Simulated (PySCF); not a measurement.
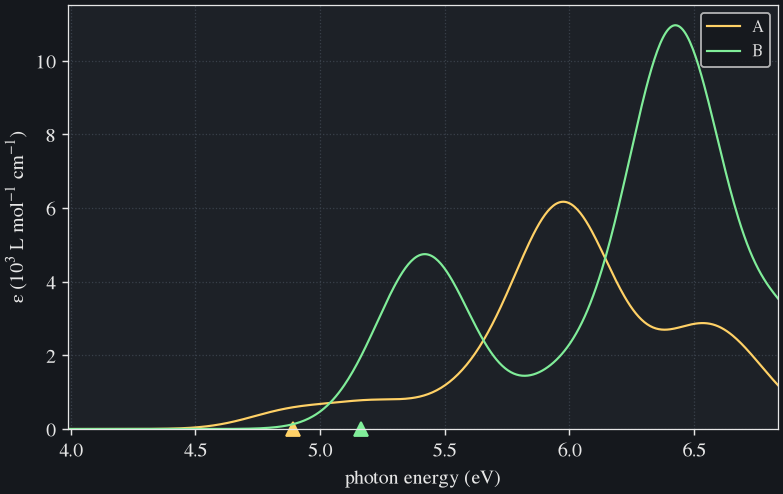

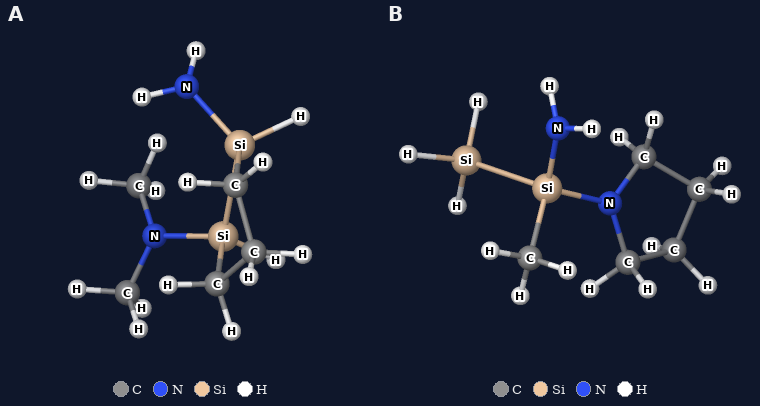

Related molecules: A is C₅H₁₆N₂Si₂, SMILES CN(C)[Si@@H]1CCC[Si@@H]1N; B is C₅H₁₆N₂Si₂, SMILES C[Si@](N)([SiH3])N1CCCC1. Vertical TDDFT absorption, PBE0/def2-SVPD with PySCF, at a PBE0-D3(BJ)/def2-SVP geometry (no frequency check); Gaussians of 1/e half-width 0.25 eV, triangles mark S1, and the range ends where the computed states of one molecule run out.

How does the lowest singlet move?

Answer. A: 4.89 eV (f = 0.008, mainly HOMO → LUMO (96 %)); B: 5.16 eV (f = 0.002, mainly HOMO → LUMO (93 %)). From A to B it shifts 0.27 eV to the blue.

And the brightest state of each within the range drawn?

Answer. A: S5 at 5.96 eV, f = 0.05; B: S7 at 6.41 eV, f = 0.10.

Limits of at least one run: core orbitals are frozen in the response; one conformer of a flexible molecule; states above the negative HOMO energy depend on the basis.
